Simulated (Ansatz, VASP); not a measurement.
**Cross-check of C between VASP and Ansatz**

One calculation is typed for both programs; each brings its own data sets and cutoff. How far apart do they land?

Calculated with Ansatz 0.2.0; plane waves, with VASP 6.6.1 beside it; band structure at PBE0 and band structure at r2SCAN-EpsX.

The database entry behind the starting cell differs from later determinations by our own check (about 0.1 % long), so it need not match the best structure at ambient conditions.

### Step 1. Starting point

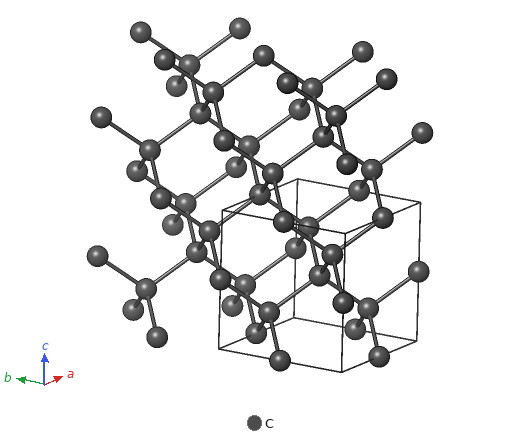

The starting structure, seen from a free direction (carbon dark grey). 1×2×2 cells are drawn. This picture shows the conventional cell, with its axes. Some periodic images of atoms are drawn too.

Structure file:

```cif
data_structure
_symmetry_space_group_name_H-M 'Fd-3m:1'
_symmetry_Int_Tables_number 227
_cell_length_a 3.5716
_cell_length_b 3.5716
_cell_length_c 3.5716
_cell_angle_alpha 90.000
_cell_angle_beta 90.000
_cell_angle_gamma 90.000
_cell_volume 45.56
loop_
_atom_site_label
_atom_site_type_symbol
_atom_site_symmetry_multiplicity
_atom_site_Wyckoff_symbol
_atom_site_fract_x
_atom_site_fract_y
_atom_site_fract_z
_atom_site_occupancy
C1 C 8 b 0.00000 0.00000 0.50000 1
```

### Step 2. Ansatz: band structure, PBE0

Ansatz runs on its default PAW (the set named soft_2) files.

Levels along a path test the potential and the projectors away from the mesh points.

File input.yaml:

```yaml
crystal:
  lattice:
    - [0.0, 1.785811, 1.785811]
    - [1.785811, 0.0, 1.785811]
    - [1.785811, 1.785811, 0.0]
  atoms:
    - { symbol: C, position: [0.0, 0.0, 0.0] }
    - { symbol: C, position: [0.25, 0.25, 0.25] }
hamiltonian:
  xc: pbe0
  pseudopotentials: { kind: paw }
kpoints:
  mp_grid: { grid: [7, 7, 7] }
  band_path:
    path:
      - [0.0, 0.0, 0.0]
      - [0.38889, 0.0, 0.38889]
      - [0.5, 0.0, 0.5]
      - [0.5, 0.22222, 0.72222]
      - [0.40278, 0.34722, 0.75]
      - [0.125, 0.125, 0.25]
      - [0.27778, 0.27778, 0.27778]
      - [0.55556, 0.38889, 0.55556]
      - [0.58333, 0.25, 0.66667]
      - [0.5, 0.30556, 0.69444]
      - [0.48611, 0.48611, 0.52778]
      - [0.625, 0.25, 0.625]
      - [0.5, 0.0, 0.5]
    npoints: 1
scf:
  occupations: { method: gaussian, width: 0.03 }
  n_extra_bands: 7
output:
  forces: true
  stress: true
  eigenvalues: true
  write_density: true
  write_potential: true
  elf: true
  volumetric_format: npy
```

Command:

```console
> ansatz run input.yaml --threads 4 --pin off --max-ram 9216MiB --backend cpu --events-out ev --progress --plain --runs-dir out
```

Numbers of over 12 decimals in the logs are rounded to 6 here.

Output:

```text
Warning: output.stress: scf.convergence.dr2_threshold = 1e-7 eV (the SCF's general default) is looser than the 2e-10 eV advised for a printed stress (1e-10 eV for each atom of the cell: 2). What an SCF threshold leaves in a stress goes as its square root, and in the free energy as the threshold itself, and one threshold admits the most on a small cell: [figures from the program's tests cut] Set scf.convergence.dr2_threshold to 2e-10 eV or tighter. The threshold is an SCF's pass mark: one that does not reach it within its budget of iterations ends unconverged, or closes short of it on a stop that the run arms, and scf.convergence.dr2_threshold's page says what that costs each kind of run
Warning: output.stress: scf.exx.energy_threshold = 1e-6 eV is looser than the 2e-8 eV advised for a stress under a hybrid functional (1e-8 eV for each atom of the cell: 2). Every SCF of the exchange loop can meet its threshold on dr2 while the loop round them stops early: no threshold on dr2 bounds what that leaves in the stress. Set scf.exx.energy_threshold to 2e-8 eV or tighter. The threshold is the loop's pass mark: a loop that does not reach it within its budget of cycles ends unconverged, and scf.exx.energy_threshold's page has the law
scf.n_extra_bands = 7 over 4 filled bands (N_el = 8.0): the run solves 11 bands
Engine: ansatz 0.2.0, aarch64-unknown-linux-gnu
Pseudopotentials: kind: paw
Pseudopotential: C, paw, valence charge 4, recommended cutoff 420 eV (normal), C.paw.azcp
Functional definition: PBE0
  parameter a = 0.25
  parameter kappa = 0.804
  parameter beta = 0.066725
  exchange = (1 - a)*pbe_x(kappa = kappa, mu = beta*pi^2/3) + a*exact_x
  correlation = pbe_c(beta = beta)
Crystal: 2 atoms, lattice volume = 11.390 Å³
Basis set: ecut = 420 eV, 229 PW (Γ), exchange–correlation on 36×36×36 points (8 copies of the dense FFT grid, shifted against one another)
Bands: 11, of which v1, the nominal top of the filled ones, is band 4 counted from 1 (3 counted from 0)
Symmetry: 48 space group operations
Space group: Fd-3m (ITA 227), of the structure as read, at distance tolerance 2.2e-5 Å
k-points: 20 of 343
Non-local potential: C, projectors of the file, l = 0: 2, l = 1: 2, l = 2: 1
PAW form: soft (Blöchl's): semilocal exchange-correlation on the pseudo side does not see the compensation charge
PAW frozen core: C, regenerated for the run's functional, and the local potential with it (the file was generated under x = pbe(κ = 0.804, μ = 0.219515), c = pbe(β = 0.066725))
PAW one-centre angular grid: C, 110 points (default); XC on 64 Gauss nodes
Initial density: superposition of atomic densities (neutral atoms: chi_scale 0, normalization atom), corrected by the library's trained network
Initial wavefunctions: pseudopotential atomic-orbital guess
Functional: x = pbe(κ = 0.804, μ = 0.219515), c = pbe(β = 0.066725), warm-up for x = 0.75 pbe(κ = 0.804, μ = 0.219515) + 0.25 exact, c = pbe(β = 0.066725)
SCF iter   1: F=—  HF=-501.612008 eV  |F-HF|=—  |Δ(HF+E_count)|=         —  Δρ=1.76e-3  dr2=1.08e-4  ethr=1.77e-3  ⟨swp⟩=2.0  Hψ=1404  notcnv=0
preconditioner: auto → none  [insulator: Δε(μ)=4.269 eV  Ē_g=24.930 eV  σ=0.030 eV  W_gap=1.00  n_scr=0 (ndim 8)  ℏωp=31.1 eV  f_vac=0.000  D(μ)=0.00/eV (n_scr^D=0)]
SCF iter   2: F=-501.612182 eV  HF=-501.612136 eV  |F-HF|=4.62e-5  |Δ(HF+E_count)|=   1.28e-4  Δρ=8.55e-4  dr2=2.15e-5  ethr=1.35e-6  ⟨swp⟩=2.2  Hψ=312  notcnv=0  defer=4
SCF 1 stopped early in 2 iterations: F = -501.612182 eV  dr2 = 2.15e-5
  greatest PAW one-centre occupation: 0.643 electrons in one spin orbital (limit 2), on the C atom at site 1 (counted from 0), in its partial waves of l = 0
Initial density: handed on by an earlier stage of this run
Initial wavefunctions: those handed on with the density
Functional: x = 0.75 pbe(κ = 0.804, μ = 0.219515) + 0.25 exact, c = pbe(β = 0.066725)
Frozen-core exchange: fock
SCF iter   1: F=—  HF=-501.869416 eV  |F-HF|=—  |Δ(HF+E_count)|=         —  Δρ=9.78e-3  dr2=4.39e-3  ethr=2.69e-6  ⟨swp⟩=5.2  Hψ=962  notcnv=0
preconditioner: auto → none  [insulator: Δε(μ)=6.083 eV  Ē_g=28.425 eV  σ=0.030 eV  W_gap=1.00  n_scr=0 (ndim 8)  ℏωp=31.1 eV  f_vac=0.000  D(μ)=0.00/eV (n_scr^D=0)]
SCF iter   2: F=—  HF=-501.867724 eV  |F-HF|=—  |Δ(HF+E_count)|=   1.69e-3  Δρ=4.18e-3  dr2=8.00e-4  ethr=2.69e-6  ⟨swp⟩=3.0  Hψ=498  notcnv=0
SCF iter   3: F=—  HF=-501.869894 eV  |F-HF|=—  |Δ(HF+E_count)|=   2.17e-3  Δρ=9.53e-4  dr2=3.28e-5  ethr=2.69e-6  ⟨swp⟩=3.0  Hψ=365  notcnv=0
iter 4 solved again at ethr=1.26e-8 eV; its pass at ethr=3.61e-7 eV (dr2=1.01e-6 eV) is discarded
SCF iter   4: F=—  HF=-501.869883 eV  |F-HF|=—  |Δ(HF+E_count)|=   1.10e-5  Δρ=1.66e-4  dr2=4.45e-6  ethr=1.26e-8  ⟨swp⟩=2.1  Hψ=701  notcnv=0
SCF iter   5: F=-501.869907 eV  HF=-501.869907 eV  |F-HF|=3.26e-7  |Δ(HF+E_count)|=   2.42e-5  Δρ=9.26e-5  dr2=6.96e-7  ethr=1.24e-8  ⟨swp⟩=3.0  Hψ=382  notcnv=0
SCF 2 stopped early in 5 iterations: F = -501.869907 eV  dr2 = 6.96e-7
  greatest PAW one-centre occupation: 0.646 electrons in one spin orbital (limit 2), on the C atom at site 1 (counted from 0), in its partial waves of l = 0
hybrid outer 1: dexx = +2.606e-3 eV, tail = 1.19e-5 eV
Frozen-core exchange: fock
SCF iter   1: F=—  HF=-501.869961 eV  |F-HF|=—  |Δ(HF+E_count)|=         —  Δρ=8.22e-5  dr2=3.14e-7  ethr=7.46e-7  ⟨swp⟩=3.3  Hψ=497  notcnv=0
preconditioner: auto → none  [insulator: Δε(μ)=6.154 eV  Ē_g=28.434 eV  σ=0.030 eV  W_gap=1.00  n_scr=0 (ndim 8)  ℏωp=31.1 eV  f_vac=0.000  D(μ)=0.00/eV (n_scr^D=0)]
SCF iter   2: F=—  HF=-501.869960 eV  |F-HF|=—  |Δ(HF+E_count)|=   9.23e-8  Δρ=1.51e-5  dr2=1.91e-8  ethr=3.68e-9  ⟨swp⟩=3.0  Hψ=346  notcnv=0
SCF iter   3: F=-501.869961 eV  HF=-501.869961 eV  |F-HF|=2.80e-9  |Δ(HF+E_count)|=   1.06e-7  Δρ=8.17e-6  dr2=4.40e-9  ethr=4.95e-11  ⟨swp⟩=3.5  Hψ=509  notcnv=0
SCF 3 converged in 3 iterations: F = -501.869961 eV  dr2 = 4.40e-9
  Residual-converged pass: ⟨swp⟩=2.0  Hψ=298  notcnv=0  max |occ|·‖R‖ = 2.4e-6 eV (tolerance 2.4e-6 eV)  dr2=4.38e-9  dr2_onsite=1.86e-10  max |Δocc| = 0.0e0
hybrid outer 2: dexx = +2.087e-7 eV, tail = 1.50e-8 eV, Δε = 2.95e-3 eV (about 1.09e-4 eV left of the loop's levels)
NSCF: frozen V_eff on 13 k-points
hybrid SCF converged: 2 outer / 8 inner (+2 warm-up), last move |dexx| = 2.09e-7 eV, tail = 1.50e-8 eV
Stability not checked: this state was not tested for a lower state beside it, because the functional holds exact exchange (a hybrid, or Hartree-Fock), whose exchange loop this test does not read (fock_operator; see scf.lower_state_search)
Free energy (F): -501.869961 eV
Frozen-core exchange: fock
Harris-Foulkes:  -501.869961 eV  (|F-HF|=2.80e-9)
Internal energy: -501.869961 eV  (E = F + TS)
E sigma→0 (E₀):  -501.869961 eV
Fermi energy:    15.332751 eV
--- Per-component energies (eV) ---
  E_band       = 19.147709
  E_kinetic    = 183.783532
  E_local      = -121.000455  (includes V_loc(G=0)·N_el)
  E_nonlocal   = 52.165425
  E_hartree    = 26.539075
  E_xc         = -75.565093
  E_vxc        = -93.690183  (∫ρ·V_xc dr)
  E_exx        = -21.592569  (= α·E_x^exact, valence–valence)
  E_paw        = -198.679765  (= ΣΔE_a)
  E_vpaw       = -12.004047  (= ΣTr[D̂ρ^β])
  E_aug_tail   = 0.000018  (compensation charges beyond the density's cutoff)
  E_ewald      = -347.485740
  E_core_change = -0.034390  (= ΣΔE_core)
  E_smearing   = -0.000000  (= −TS)
  E_closure    = 0.000000  (closes the sum)
  Σ components = -501.869961   (vs F -501.869961, Δ=0.00e0)
--- Forces (eV/Å), atoms counted from 1 ---
  atom   1  C     -0.00000000     0.00000000    -0.00000000
  atom   2  C     -0.00000000    -0.00000000     0.00000000
  max |Σ_I F_I| component: 1.11e-16 eV/Å
--- Stress (GPa, compression-positive) ---
      -10.049891       0.000000      -0.000000
       -0.000000     -10.049891       0.000000
        0.000000      -0.000000     -10.049891
  P = ⅓ Tr σ = -10.0499 GPa (-100.499 kbar)
--- Band table (eV; the first three rows and the last of 20) ---
  k-point 0: bands = [-11.2743, 12.2560, 12.2560, 12.2560, 19.9502, 19.9502, 19.9502, 28.1497, ... 3 higher]
  k-point 1: bands = [-10.6661, 9.0113, 11.3851, 11.3851, 21.1006, 21.1006, 21.5184, 28.6839, ... 3 higher]
  k-point 2: bands = [-8.8665, 3.6794, 10.0488, 10.0488, 22.6146, 22.6146, 22.8045, 29.8888, ... 3 higher]
  k-point 19: bands = [-2.1526, -0.3017, 2.3124, 5.0708, 22.5503, 26.4372, 27.7503, 28.5712, ... 3 higher]
```

Run time: 9.2 s. Hardware: 4 threads of Arm Neoverse V1, shared host; peak memory 0.44 GiB.

In the SCF lines HF is the Harris–Foulkes energy and dr2 the Hartree energy of the density residual, in eV; the loop may stop once dr2 is under the threshold and the program's other checks hold. Hψ counts applications of the Hamiltonian.

### Step 3. VASP: band structure, PBE0

The same cell, functional, mesh and smearing now go to VASP, with its own data sets and cutoff.

Lines of VASP's logs that name or quote its potential files are left out, and so is its time.

File INCAR:

```
SYSTEM = C
PREC = Accurate
ENCUT = 460
EDIFF = 1E-06
NELM = 100
ISMEAR = 0
SIGMA = 0.03
LREAL = .FALSE.
ALGO = Normal
LHFCALC = .TRUE.
AEXX = 0.25
GGA = PE
LASPH = .TRUE.
NBANDS = 10
PRECFOCK = Fast
HFRCUT = -1
LORBIT = 11
LWAVE = .FALSE.
LCHARG = .FALSE.
KPAR = 4
```

File POSCAR:

```
C
1.0
    0.0000000000      1.7858110000      1.7858110000
    1.7858110000      0.0000000000      1.7858110000
    1.7858110000      1.7858110000      0.0000000000
C
2
Direct
    0.0000000000      0.0000000000      0.0000000000
    0.2500000000      0.2500000000      0.2500000000
```

File KPOINTS:

```
Automatic mesh
0
Gamma
7 7 7
0 0 0
```

File KPOINTS_OPT:

```
Line mode
10
Line-mode
Reciprocal
  0.00000000   0.00000000   0.00000000 GAMMA
  0.50000000   0.00000000   0.50000000 X

  0.50000000   0.00000000   0.50000000 X
  0.50000000   0.25000000   0.75000000 W

  0.50000000   0.25000000   0.75000000 W
  0.37500000   0.37500000   0.75000000 K

  0.37500000   0.37500000   0.75000000 K
  0.00000000   0.00000000   0.00000000 GAMMA

  0.00000000   0.00000000   0.00000000 GAMMA
  0.50000000   0.50000000   0.50000000 L

  0.50000000   0.50000000   0.50000000 L
  0.62500000   0.25000000   0.62500000 U

  0.62500000   0.25000000   0.62500000 U
  0.50000000   0.25000000   0.75000000 W

  0.50000000   0.25000000   0.75000000 W
  0.50000000   0.50000000   0.50000000 L

  0.50000000   0.50000000   0.50000000 L
  0.37500000   0.37500000   0.75000000 K

  0.62500000   0.25000000   0.62500000 U
  0.50000000   0.00000000   0.50000000 X
```

PAW data sets: C (PBE family, release 64).

Command:

```console
> mpirun -np 4 vasp_std
```

Output:

```text
[banner, memory and clock lines left out]
running    4 mpi-ranks, on    1 nodes
 distrk:  each k-point on    1 cores,    4 groups
 distr:  one band on    1 cores,    1 groups

 POSCAR found type information on POSCAR C
 POSCAR found :  1 types and       2 ions
 LDA part: xc-table for (Slater+PW92), standard interpolation
 found WAVECAR, reading the header
 POSCAR, INCAR and KPOINTS ok, starting setup
 FFT: planning ... GRIDC
 FFT: planning ... GRID_SOFT
 FFT: planning ... GRID
 HFRCUT set to (new)   9.770437
 reading WAVECAR
 the WAVECAR file was read successfully
 initial charge from wavefunction
 entering main loop
       N       E                     dE             d eps       ncg     rms          rms(c)
DAV:   1    -0.221185508331E+02   -0.22119E+02   -0.63693E-01   412   0.723E+00    0.104E+00
DAV:   2    -0.221222742787E+02   -0.37234E-02   -0.72967E-03   442   0.667E-01    0.671E-01
DAV:   3    -0.221215878829E+02    0.68640E-03   -0.36689E-04   426   0.163E-01    0.374E-01
DAV:   4    -0.221213517926E+02    0.23609E-03   -0.83015E-05   416   0.858E-02    0.209E-01
DAV:   5    -0.221212771495E+02    0.74643E-04   -0.23339E-05   424   0.467E-02    0.117E-01
DAV:   6    -0.221212539040E+02    0.23245E-04   -0.71568E-06   444   0.263E-02    0.660E-02
DAV:   7    -0.221212469204E+02    0.69836E-05   -0.23273E-06   416   0.151E-02    0.373E-02
DAV:   8    -0.221212449949E+02    0.19254E-05   -0.77367E-07   212   0.881E-03    0.213E-02
DAV:   9    -0.221212445808E+02    0.41414E-06   -0.30443E-07   212   0.573E-03
   1 F= -.22121245E+02 E0= -.22121245E+02  d E =-.129309E-36
 Start KPOINTS_OPT (optional k-point list driver)
k-point batch [1-20\100]
       N       E                     dE             ncg
DAV:   1     0.258733702135E+03   -0.60061E+04      424
DAV:   2    -0.141917342517E+03   -0.40065E+03      556
DAV:   3    -0.155223564313E+03   -0.13306E+02      456
DAV:   4    -0.155312887769E+03   -0.89323E-01      438
DAV:   5    -0.155313097110E+03   -0.20934E-03      442
DAV:   6    -0.155313097434E+03   -0.32413E-06      442
[...]
k-point batch [81-100\100]
       N       E                     dE             ncg
DAV:   1     0.998975435155E+02   -0.81640E+04      416
DAV:   2    -0.271799391453E+03   -0.37170E+03      514
DAV:   3    -0.281334899969E+03   -0.95355E+01      490
DAV:   4    -0.281402421500E+03   -0.67522E-01      512
DAV:   5    -0.281402517426E+03   -0.95926E-04      472
DAV:   6    -0.281402517551E+03   -0.12492E-06      474
```

From OUTCAR (step 3):

```text
ion  position               nearest neighbor table
   1  0.000  0.000  0.000-   2 1.55   2 1.55   2 1.55   2 1.55
   2  0.250  0.250  0.250-   1 1.55   1 1.55   1 1.55   1 1.55

  LATTYP: Found a face centered cubic cell.
 ALAT       =     3.5716220000

 Subroutine GETGRP returns: Found 48 space group operations
 (whereof 24 operations were pure point group operations)

The static configuration has the point symmetry T_d .
 The point group associated with its full space group is O_h .

 Found     20 irreducible k-points:

   k-points           NKPTS =     20   k-points in BZ     NKDIM =    343   number of bands    NBANDS=     10

   dimension x,y,z NGX =    18 NGY =   18 NGZ =   18
   dimension x,y,z NGXF=    36 NGYF=   36 NGZF=   36

   ENCUT  =  460.0 eV  33.81 Ry    5.81 a.u.   4.42  4.42  4.42*2*pi/ulx,y,z

   NELECT =       8.0000    total number of electrons

 k-points in reciprocal lattice and weights: Automatic mesh
   0.00000000  0.00000000  0.00000000       0.003
   0.14285714  0.00000000  0.00000000       0.023
   0.28571429  0.00000000  0.00000000       0.023
   0.42857143  0.00000000  0.00000000       0.023
   0.14285714  0.14285714  0.00000000       0.017
   0.28571429  0.14285714  0.00000000       0.070
   0.42857143  0.14285714  0.00000000       0.070
  -0.42857143  0.14285714  0.00000000       0.070
  -0.28571429  0.14285714  0.00000000       0.070
[...]
-0.42857143  0.42857143  0.14285714       0.070
  -0.28571429  0.42857143  0.14285714       0.070

  exchange ACFDT corr.  =         0.00000000  see jH, gK, PRB 81, 115126

 average (electrostatic) potential at core
       1 -41.2841       2 -41.2841

 E-fermi :   8.9456

 k-point     1 :       0.0000    0.0000    0.0000
  band No.  band energies     occupation
      1     -14.8541      2.00000
      2       8.6838      2.00000
      3       8.6838      2.00000
      4       8.6838      2.00000
      5      16.3759      0.00000
      6      16.3759      0.00000
      7      16.3759      0.00000
      8      24.6247      0.00000
      9      30.2591      0.00000
    ...

 k-point     2 :       0.1429    0.0000    0.0000
  band No.  band energies     occupation
      1     -14.2420      2.00000
      2       5.4434      2.00000
      3       7.8137      2.00000
      4       7.8137      2.00000
      5      17.5253      0.00000
      6      17.5253      0.00000
      7      17.9481      0.00000
      8      25.1535      0.00000
      9      31.1700      0.00000
    ...

 k-point     3 :       0.2857    0.0000    0.0000
  band No.  band energies     occupation
      1     -12.4427      2.00000
      2       0.1052      2.00000
      3       6.4793      2.00000
      4       6.4793      2.00000
      5      19.0398      0.00000
      6      19.0398      0.00000
      7      19.2449      0.00000
      8      26.3538      0.00000
      9      31.9919      0.00000
    ...

  energy-cutoff  :      460.00
  volume of cell :       11.39
      direct lattice vectors                 reciprocal lattice vectors
     0.000000000  1.785811000  1.785811000    -0.279984836  0.279984836  0.279984836
     1.785811000  0.000000000  1.785811000     0.279984836 -0.279984836  0.279984836
     1.785811000  1.785811000  0.000000000     0.279984836  0.279984836 -0.279984836

 POSITION                                       TOTAL-FORCE (eV/Angst)
 -----------------------------------------------------------------------------------
      0.00000      0.00000      0.00000         0.000000      0.000000     -0.000000
      0.89291      0.89291      0.89291        -0.000000     -0.000000      0.000000
 -----------------------------------------------------------------------------------
    total drift:                                0.000000     -0.000000      0.000000

  FREE ENERGIE OF THE ION-ELECTRON SYSTEM (eV)
  ---------------------------------------------------
  free  energy   TOTEN  =       -22.1212445808 eV

  energy  without entropy=      -22.1212445808  energy(sigma->0) =      -22.12124458

 total charge
# of ion       s       p       d       tot
------------------------------------------
    1        0.834   1.739   0.000   2.573
    2        0.834   1.739   0.000   2.573
--------------------------------------------------
tot          1.668   3.478   0.000   5.146

[... 3 further parts left out ...]
```

### Step 4. Differences

Known differences besides the PAW data sets themselves: exact exchange at q = 0 is treated differently, which shows on coarse meshes; VASP keeps PBE cores, Ansatz makes them for the functional; the cutoff is 420 eV in Ansatz and 460 eV in VASP; VASP takes a coarser grid for exact exchange (PRECFOCK = Fast). Total energies have different zeros and are not compared.

Both answers:

| quantity | Ansatz | VASP | difference |
| --- | --- | --- | --- |
| gap over the path points (eV) | 6.042 | 6.037 | +0.005 |

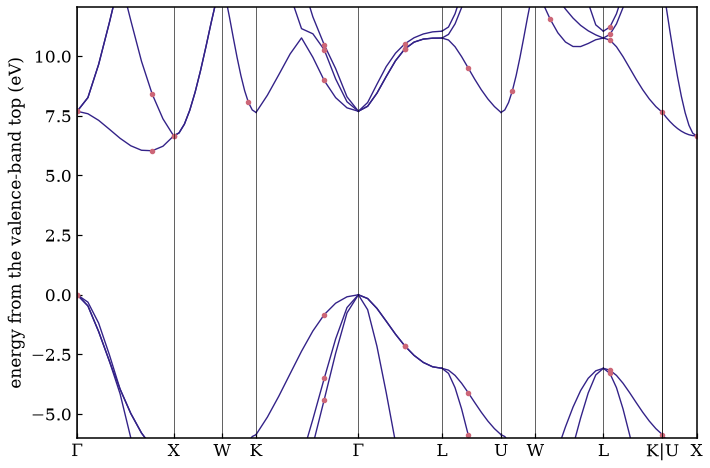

Bands from VASP (lines) and levels from Ansatz (dots). Dots without a line are higher empty bands that the VASP plot leaves out.

Levels at points of the path, from each program's valence-band top (eV; 3 filled, then empty):

| k (reciprocal lattice) | Ansatz | VASP |
| --- | --- | --- |
| 0.000 0.000 0.000 | 0.00 0.00 0.00 7.69 7.69 7.69 | 0.00 0.00 0.00 7.69 7.69 7.69 |
| 0.389 0.000 0.389 | -10.05 -6.40 -6.40 6.04 8.41 18.41 | -10.05 -6.39 -6.39 6.04 8.41 18.43 |
| 0.500 0.000 0.500 | -14.10 -6.88 -6.88 6.66 6.66 19.93 | -14.10 -6.88 -6.88 6.66 6.66 19.95 |
| 0.500 0.222 0.722 | -13.30 -8.98 -8.98 12.39 12.39 15.47 | -13.30 -8.98 -8.98 12.39 12.39 15.49 |
| 0.403 0.347 0.750 | -12.95 -10.07 -6.17 8.06 13.13 16.99 | -12.94 -10.07 -6.17 8.06 13.14 17.01 |
| 0.125 0.125 0.250 | -4.39 -3.50 -0.84 8.98 10.27 10.47 | -4.39 -3.50 -0.83 8.98 10.27 10.48 |
| 0.278 0.278 0.278 | -8.28 -2.14 -2.14 10.30 10.30 10.51 | -8.28 -2.14 -2.14 10.30 10.30 10.52 |
| 0.556 0.389 0.556 | -13.97 -5.87 -4.11 9.51 12.90 13.64 | -13.97 -5.87 -4.10 9.51 12.90 13.66 |
| 0.583 0.250 0.667 | -12.93 -10.01 -6.52 8.56 13.15 16.71 | -12.93 -10.00 -6.51 8.55 13.16 16.72 |
| 0.500 0.306 0.694 | -12.57 -9.34 -7.39 11.54 12.86 15.80 | -12.57 -9.33 -7.39 11.54 12.86 15.82 |

Among the levels compared (up to four filled and three empty ones at each point), filled levels agree within 6 meV and empty ones within 22 meV.

(Continued in part 2 of 2.)

[Lines on the potential files, build, host, timing and source positions are cut from VASP's logs without a mark.]

[Logs are printed without paths, hosts, clocks, repeated set-up lines and the standing remarks that a program may print on its own settings, such as how far it seeks lower states.]

[Hosts, paths, dates, database ids (printed as entryN), source tags and the programs' standing remarks are cut or masked in the printed files.]
